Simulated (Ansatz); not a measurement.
**BH3Br− (SMILES [BH3-]Br) at 6 levels**

We compute a comparison of 6 runs (BHLYP/STO-3G, SVWN5/STO-3G, MP2/STO-3G, UMP2/STO-3G, CCSDT(Q)/STO-3G, FCI/STO-3G) of BH3Br−. 

The results are computed with Ansatz 0.2.0.

11 further runs of the same task are left out: 8 that didn't finish, 3 set aside as unsound or not needed.

**1. The system as given**

The species is BH3Br− (5 atoms), meant as a singlet with charge -1. As SMILES, `[BH3-]Br`. The H5–B1 distance was set to 2.423 Å, away from the relaxed value. At this shape a bond of the SMILES string is far longer than usual.

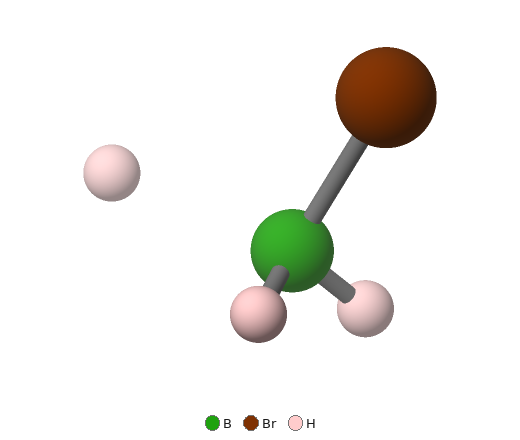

The structure, seen from a chosen angle (boron green, bromine brown, hydrogen pink).

**2. A single-point energy at BHLYP/STO-3G (run 1)**

Contents of input.yaml:

```yaml
crystal:
  periodic: [false, false, false]
  atoms:
    - {symbol: B, position_ang: [0.153948, -0.958043, -0.651418]}
    - {symbol: Br, position_ang: [-0.995772, -0.442963, -2.238468]}
    - {symbol: H, position_ang: [1.282458, -1.127923, -1.057448]}
    - {symbol: H, position_ang: [-0.304132, -1.977403, -0.184098]}
    - {symbol: H, position_ang: [0.057130, 0.863440, 0.942890]}
basis:
  gaussian:
    orbitals: STO-3G
total_charge: -1
hamiltonian:
  xc: {name: BHLYP}
accuracy: high
```

Started as:

```bash
$ ansatz run input.yaml --threads 1 --pin off --max-ram 2610MiB --events-out events.jsonl --progress --plain --runs-dir runs
```

Standard output:

```text
Warning: RAYON_NUM_THREADS=1 ignored (pool sized by the plan → 1); use --threads N
Functional definition: BHLYP
  name "BHLYP"
  parameter a = 0.5
  exchange = (1 - a)*b88_x + a*exact_x
  correlation = lyp_c
361 factors; integrals over basis functions are off by at most 4.0e-8 eV
mean field evaluation 1: about -69989.7141 eV, gradient 2.0e1 eV
mean field evaluation 2: about -69982.5140 eV, gradient 4.1e1 eV
mean field evaluation 4: about -69993.3176 eV, gradient 1.3e-1 eV
mean field evaluation 8: about -69993.2973 eV, gradient 1.0e-3 eV
mean field evaluation 16: about -69993.2973 eV, gradient 1.7e-8 eV
mean field -69993.29733500 eV, -2572.2062339004 hartree, gradient 1.7e-8 eV, S^2 0.000000; 0 other end points of the search recorded, 0 dependent functions left out
reference -69993.29735384 eV, -2572.2062345926 hartree; 22, 22 occupied and 4, 4 virtual orbitals, 361 factors
Total energy: -69993.29735384 eV, -2572.2062345926 hartree
```

Wall time 1.2 s (1 thread of Arm Neoverse V1, shared host); peak memory 0.093 GiB.

**3. A single-point energy at SVWN5/STO-3G (run 2)**

Contents of in.yaml:

```yaml
basis:
  gaussian: {orbitals: STO-3G}
crystal:
  periodic: [false, false, false]
  atoms:
    - {symbol: B, position_ang: [0.153948, -0.958043, -0.651418]}
    - {symbol: Br, position_ang: [-0.995772, -0.442963, -2.238468]}
    - {symbol: H, position_ang: [1.282458, -1.127923, -1.057448]}
    - {symbol: H, position_ang: [-0.304132, -1.977403, -0.184098]}
    - {symbol: H, position_ang: [0.057130, 0.863440, 0.942890]}
total_charge: -1
hamiltonian: {xc: {name: SVWN5}}
accuracy: high
```

Started as:

```bash
$ ansatz run in.yaml --threads 1 --pin off --max-ram 2610MiB --events-out events.jsonl --progress --plain --runs-dir runs
```

Standard output:

```text
Warning: RAYON_NUM_THREADS=1 ignored (pool sized by the plan → 1); use --threads N
Functional definition: SVWN5
  name "SVWN5"
  exchange = slater_x
  correlation = vwn5_c
361 factors; integrals over basis functions are off by at most 4.0e-8 eV
mean field evaluation 1: about -69875.9665 eV, gradient 2.0e1 eV
mean field evaluation 2: about -69859.5708 eV, gradient 4.1e1 eV
mean field evaluation 4: about -69879.5623 eV, gradient 8.1e0 eV
mean field evaluation 8: about -69879.6618 eV, gradient 5.5e0 eV
mean field -69879.86283846 eV, -2568.0375930413 hartree, gradient 8.4e-8 eV, S^2 0.000000; 0 other end points of the search recorded, 0 dependent functions left out
reference -69879.86284015 eV, -2568.0375931034 hartree; 22, 22 occupied and 4, 4 virtual orbitals, 361 factors
Total energy: -69879.86284015 eV, -2568.0375931034 hartree
```

Run time: 0.87 s. Hardware: 1 thread of Arm Neoverse V1, shared host; peak memory 0.09 GiB.

Runs 3 to 5 aren't shown in full; the table further down has their settings and results.

**4. A single-point energy at FCI/STO-3G (run 6)**

in.yaml: that of step 3 with these lines changed.

```diff
@@ -1,3 +1 @@
-basis:
-  gaussian: {orbitals: STO-3G}
 crystal:
@@ -10,4 +8,9 @@
     - {symbol: H, position_ang: [0.057130, 0.863440, 0.942890]}
+basis:
+  gaussian:
+    orbitals: STO-3G
 total_charge: -1
-hamiltonian: {xc: {name: SVWN5}}
+correlation:
+  method: fci
+  frozen_orbitals: {B: 1, Br: 9, H: 0}
 accuracy: high
```

Started as:

```bash
$ ansatz run in.yaml --threads 1 --pin off --max-ram 2610MiB --events-out events.jsonl --progress --plain --runs-dir runs
```

Standard output (excerpt; [...] marks lines left out):

```text
Warning: RAYON_NUM_THREADS=1 ignored (pool sized by the plan → 1); use --threads N
Functional definition: HF
  name "HF"
[...]
361 factors; integrals over basis functions are off by at most 4.0e-8 eV
[...]
mean field -69946.57707139 eV, -2570.4892958809 hartree, gradient 4.7e-9 eV, S^2 0.000000; 0 other end points of the search recorded, 0 dependent functions left out; unrestricted orbitals would lower it
[...]
unrestricted determinant -69948.00094967 eV, -2570.5416224423 hartree, S^2 0.8075
10 core orbitals not correlated: weight in the atoms' cores, before any rotation towards them, 1.000 or more for the frozen orbitals, at most 0.000 for the correlated occupied ones
reference -69946.57707139 eV, -2570.4892958809 hartree; 12, 12 occupied and 4, 4 virtual orbitals, 361 factors
state -69950.03174397 eV, -2570.6162527565 hartree
Total energy: -69950.03174397 eV, -2570.6162527565 hartree
```

It took 11 s on 1 thread of Arm Neoverse V1, shared host; peak memory 0.31 GiB.

**5. The series**

```csv
run,level,frozen core orbitals,energy (Eh),wall time
1,BHLYP/STO-3G,–,-2572.206235,1.2 s
2,SVWN5/STO-3G,–,-2568.037593,0.87 s
3,MP2/STO-3G,10,-2570.570881,0.26 s
4,UMP2/STO-3G,10,-2570.578050,0.42 s
5,CCSDT(Q)/STO-3G,10,-2570.616164,0.66 s
6,FCI/STO-3G,10,-2570.616253,11 s
```

**6. Outcome**

| quantity | value |
| --- | --- |
| run 6: total energy | -2570.61625 Eh |
| run 6: correlation energy (10 core orbitals frozen) | -127.0 mEh |

Against full CI in this basis: MP2 +45.4 mEh; UMP2 +38.2 mEh; CCSDT(Q) +0.1 mEh. Totals of different functionals can't be ranked against each other. In runs 3, 5 the log says that unrestricted orbitals would lower the reference, so the values rest on an unstable closed-shell determinant (other closed-shell runs at this shape may share the fault). In runs 1, 2, 3, 4, 5, 6 the basis is minimal, so the values are rough. Spin contamination of the reference: run 4 ⟨S²⟩ = 0.81. Where it is this large, the reference is a mixture of spin states, and values that rest on it are in doubt. All runs together took 14 s, the longest 11 s.
